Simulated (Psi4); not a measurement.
## Energy and gradient calculation of TaCl5 (part 1 of 2)

- system: TaCl5, SMILES Cl[Ta](Cl)(Cl)(Cl)Cl
- method: TPSS/def2-TZVP, RKS, core potentials def2 (Psi4 1.11)

The geometry comes from this level: PBE0-D4/def2-TZVP.

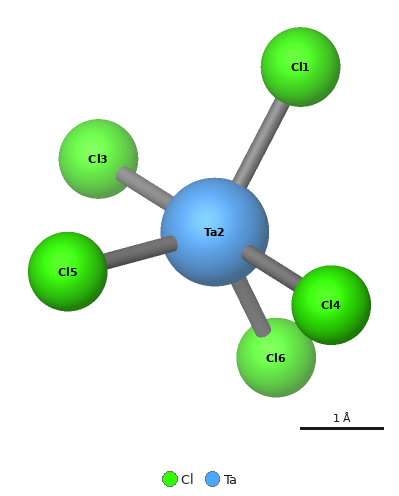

**Figure 1.** The structure as given in the input (ball-and-stick view, seen at a tilt; atoms are numbered from 1 in the order of the input). Sticks mark near contacts. Bond lengths as drawn: Cl–Ta 2.27 to 2.32 Å.

## The input (run.py)
```python
import psi4

psi4.set_memory(2200000000)
psi4.set_num_threads(1)
psi4.set_output_file('run.log', False)

m = psi4.geometry("""
0 1
Cl    -0.945870    -1.732280     1.129070
Ta    -0.000010     0.000020     0.000000
Cl     0.088620    -1.299730    -1.919800
Cl    -0.088890     1.299790     1.919770
Cl     2.262070     0.225440    -0.048090
Cl    -1.315920     1.506750    -1.080940
symmetry c1
no_reorient
no_com
""")

options = {'basis': 'def2-TZVP', 'puream': True, 'e_convergence': 1e-09, 'd_convergence': 1e-08, 'scf_type': 'df', 'dft_radial_points': 99, 'dft_spherical_points': 590}
psi4.set_options(options)

e, wfn = psi4.gradient('tpss', molecule=m, return_wfn=True)
psi4.oeprop(wfn, 'LOWDIN_CHARGES', 'QUADRUPOLE', 'WIBERG_LOWDIN_INDICES', title='TPSS')
print('gradient / Eh bohr^-1')
print(e.np.round(6))
print(f'energy = {wfn.energy():.10f} Eh')
```

Run on 1 thread of Intel Xeon (Granite Rapids), 64 GiB of memory available, shared host.

Launched with:
```bash
python run.py
```

## Output
```
[ 0.00000426  0.00000813 -0.00000172]
 [-0.00028581  0.00404257  0.0059716 ]
 [ 0.00026461 -0.00404292 -0.00597264]
 [-0.00787594 -0.00079175  0.00016956]
 [ 0.00457189 -0.00523501  0.00375593]]

    h
    h
    h

    -----------------------------------------------------------------------

    Memory:     2.0 GiB
    Threads:    1
                ecpint, einsums, f̶o̶r̶t̶e̶, gauxc, gcp, g̶d̶m̶a̶, geometric, g̶p̶u̶_̶d̶f̶c̶c̶,
                i̶n̶t̶e̶g̶r̶a̶t̶o̶r̶x̶x̶, i̶p̶i̶, libefp, m̶d̶i̶, m̶p̶2̶d̶, m̶r̶c̶c̶, ooo,
                o̶p̶e̶n̶f̶e̶r̶m̶i̶o̶n̶p̶s̶i̶4̶, pcmsolver, p̶s̶i̶4̶f̶o̶c̶k̶c̶i̶, p̶s̶i̶x̶a̶s̶,
                p̶y̶e̶i̶n̶s̶u̶m̶s̶, r̶e̶s̶p̶, s̶i̶m̶i̶n̶t̶, s̶n̶s̶m̶p̶2̶,
                v̶2̶r̶d̶m̶_̶c̶a̶s̶s̶c̶f̶

gradient() will perform analytic gradient computation.

   => Loading Basis Set <=

    Name: DEF2-TZVP
    Role: ORBITAL
    Keyword: BASIS

    !!!  WARNING: ECP capability is in beta. Please check occupations closely.  !!!

         ---------------------------------------------------------
                                   SCF
                              RKS Reference
                        1 Threads,   2098 MiB Core
         ---------------------------------------------------------

  ==> Geometry <==

    Molecular point group: c1
    Full point group: C1

    Geometry (in Angstrom), charge = 0, multiplicity = 1:

       Center              X                  Y                   Z               Mass
    ------------   -----------------  -----------------  -----------------  -----------------
         CL          -0.945870000000    -1.732280000000     1.129070000000    34.968852682000
         TA          -0.000010000000     0.000020000000     0.000000000000   180.947995800000
         CL           0.088620000000    -1.299730000000    -1.919800000000    34.968852682000
         CL          -0.088890000000     1.299790000000     1.919770000000    34.968852682000
         CL           2.262070000000     0.225440000000    -0.048090000000    34.968852682000
         CL          -1.315920000000     1.506750000000    -1.080940000000    34.968852682000

  Running in c1 symmetry.

  Rotational constants: A =      0.03108  B =      0.02603  C =      0.02603 [cm^-1]
  Rotational constants: A =    931.75884  B =    780.35508  C =    780.27821 [MHz]
  Nuclear repulsion =  687.025809757522211

  Charge       = 0
  Multiplicity = 1
  Electrons    = 98
  Nalpha       = 49
  Nbeta        = 49

  ==> Algorithm <==

  SCF Algorithm Type is DF.
  DIIS enabled.
  MOM disabled.
  Fractional occupation disabled.
  Guess Type is SAD.
  Energy threshold   = 1.00e-09
  Density threshold  = 1.00e-08
  Integral threshold = 1.00e-12

  ==> Primary Basis <==

  Basis Set: DEF2-TZVP
    Blend: DEF2-TZVP
    Number of shells: 79
    Number of basis functions: 225
    Number of Cartesian functions: 256
    Spherical Harmonics?: true
    Max angular momentum: 3

  Core potential: DEF2-TZVP
    Number of shells: 4
    Number of ECP primitives: 10
    Number of ECP core electrons: 60
    Max angular momentum: 3

  ==> DFT Potential <==

   => LibXC <=

    Version 7.1.2

   => Composite Functional: TPSS <=

    TPSS Meta-GGA XC Functional

    Deriv               =              1
    GGA                 =           TRUE
    Meta                =           TRUE

    Exchange Hybrid     =          FALSE
    MP2 Hybrid          =          FALSE

   => Exchange Functionals <=

    1.0000   XC_MGGA_X_TPSS

   => Correlation Functionals <=

    1.0000   XC_MGGA_C_TPSS

   => LibXC Density Thresholds  <==

    XC_MGGA_C_TPSS:  1.00E-15
    XC_MGGA_X_TPSS:  1.00E-15

   => Molecular Quadrature <=

    Radial Scheme          =       TREUTLER
    Pruning Scheme         =           NONE
    Nuclear Scheme         =       TREUTLER

    Blocking Scheme        =         OCTREE
    BS radius alpha        =              1
    Pruning alpha          =              1
    Radial Points          =             99
    Spherical Points       =            590
    Total Points           =         331067
    Total Blocks           =           2591
    Max Points             =            256
    Max Functions          =            192
    Weights Tolerance      =       1.00E-15

   => Loading Basis Set <=

    Name: (DEF2-TZVP AUX)
    Role: JKFIT
    Keyword: DF_BASIS_SCF

  ==> Integral Setup <==

  DFHelper Memory: AOs need 0.317 GiB; user supplied 0.317 GiB.
  SCF_SUBTYPE=INCORE selected. In-core MEM_DF algorithm will be used.
  Using in-core AOs.

  ==> MemDFJK: Density-Fitted J/K Matrices <==

    J tasked:                   Yes
    K tasked:                    No
    wK tasked:                   No
    Memory [MiB]:               324
    Algorithm:                 Core
    Schwarz Cutoff:           1E-12
    Mask sparsity (%):       9.4894
    Fitting Condition:        1E-10

   => Auxiliary Basis Set <=

  Basis Set: (DEF2-TZVP AUX)
    Blend: DEF2-UNIVERSAL-JKFIT
    Number of shells: 235
    Number of basis functions: 867
    Number of Cartesian functions: 1116
    Spherical Harmonics?: true
    Max angular momentum: 6

  Cached 33.3% of DFT collocation blocks in 1.036 [GiB].

  Minimum eigenvalue in the overlap matrix is 4.7002181960E-03.
  Reciprocal condition number of the overlap matrix is 1.0177274230E-03.
    Using symmetric orthogonalization.

  ==> Pre-Iterations <==

  SCF Guess: Superposition of Atomic Densities via on-the-fly atomic UHF (no occupation information).

   -------------------------
    Irrep   Nso     Nmo
   -------------------------
     A        225     225
   -------------------------
    Total     225     225
   -------------------------

  ==> Iterations <==

                           Total Energy        Delta E     RMS |[F,P]|

   @DF-RKS iter SAD: -2358.21299300209785   -2.35821e+03   0.00000e+00
   @DF-RKS iter   1: -2358.32697274068823   -1.13980e-01   3.58214e-03 DIIS/ADIIS
   @DF-RKS iter   2: -2356.39258317539361    1.93439e+00   9.85283e-03 DIIS/ADIIS
   @DF-RKS iter   3: -2358.34633067981167   -1.95375e+00   2.56912e-03 DIIS/ADIIS
   @DF-RKS iter   4: -2358.49948754654815   -1.53157e-01   1.04075e-03 DIIS/ADIIS
   @DF-RKS iter   5: -2358.52318565706764   -2.36981e-02   3.60953e-04 DIIS/ADIIS
   @DF-RKS iter   6: -2358.52697492821380   -3.78927e-03   1.16291e-04 DIIS/ADIIS
   @DF-RKS iter   7: -2358.52732171228718   -3.46784e-04   2.24871e-05 DIIS
   @DF-RKS iter   8: -2358.52733705992705   -1.53476e-05   5.03286e-06 DIIS
   @DF-RKS iter   9: -2358.52733767773270   -6.17806e-07   2.69069e-06 DIIS
   @DF-RKS iter  10: -2358.52733792579011   -2.48057e-07   4.02318e-07 DIIS
   @DF-RKS iter  11: -2358.52733793040716   -4.61705e-09   1.00241e-07 DIIS
   @DF-RKS iter  12: -2358.52733793060270   -1.95541e-10   5.33356e-08 DIIS
   @DF-RKS iter  13: -2358.52733793067910   -7.63976e-11   1.65815e-08 DIIS
   @DF-RKS iter  14: -2358.52733793068637   -7.27596e-12   2.37792e-09 DIIS
  Energy and wave function converged.

  ==> Post-Iterations <==

   Electrons on quadrature grid:
      Ntotal   =   98.0000016399 ; deviation = 1.640e-06

    Orbital Energies [Eh]
    ---------------------

    Doubly Occupied:

       1A   -101.019857     2A   -101.019846     3A   -101.019843
       4A   -100.998670     5A   -100.998665     6A     -9.271830
       7A     -9.271819     8A     -9.271814     9A     -9.250808
      10A     -9.250799    11A     -7.046415    12A     -7.046401
      13A     -7.046399    14A     -7.044000    15A     -7.043990
      16A     -7.043988    17A     -7.042703    18A     -7.042693
      19A     -7.042691    20A     -7.024380    21A     -7.024377
      22A     -7.022816    23A     -7.022815    24A     -7.022813
      25A     -7.022812    26A     -2.744977    27A     -1.516987
      28A     -1.516984    29A     -1.513174    30A     -0.798546
      31A     -0.782437    32A     -0.782429    33A     -0.770389
      34A     -0.758932    35A     -0.411290    36A     -0.394412
      37A     -0.389615    38A     -0.389608    39A     -0.379840
      40A     -0.379834    41A     -0.351671    42A     -0.349621
      43A     -0.349614    44A     -0.326913    45A     -0.307339
      46A     -0.307337    47A     -0.307029    48A     -0.291967
      49A     -0.291955

    Virtual:
```
